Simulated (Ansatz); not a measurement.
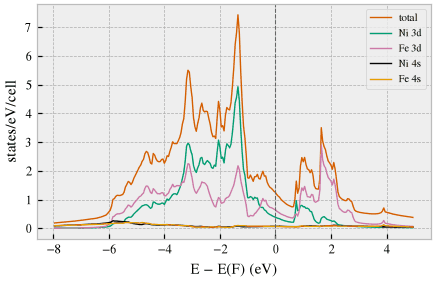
Total and projected density of states of FeNi (L1₀ or tetragonal B2, space group No. 123), r²SCAN in the plane-wave PAW code Ansatz

### Question
Which orbitals carry the states next to the Fermi level?

### Answer
Within 0.5 eV of the Fermi level: Fe 3d 51 %, Ni 3d 33 %, Fe 4s 5 %, Ni 4s 5 %, outside the projected shells 6 %. Projections are on Löwdin-orthogonalised atomic valence shells; empty p or d shells of many metals are not among them.

### Question
Where is the tallest occupied peak in this window, and what makes it?

### Answer
Near -1.4 eV, about 7.4 states/eV per cell; the largest projected share is Ni 3d.

Space group P4/mmm (L1₀ or tetragonal B2). The workflow started from a Materials Project entry (that database holds measured and hypothetical structures alike); the Crystallography Open Database files this formula in space group No. 123, but the cells were not matched. Whether it is the stable phase at ambient conditions was not checked. The r²SCAN relaxation kept the symmetry of its start; its stability against distortions is not shown here. The final state is ferromagnetic, chosen from 5 collinear starts compared on coarse meshes (ties went to the first, and starts can fall back to one state), not a proven ground state. Other orbital occupations within this spin state were not tried.

Potentials: the earlier of the program's two PAW sets.
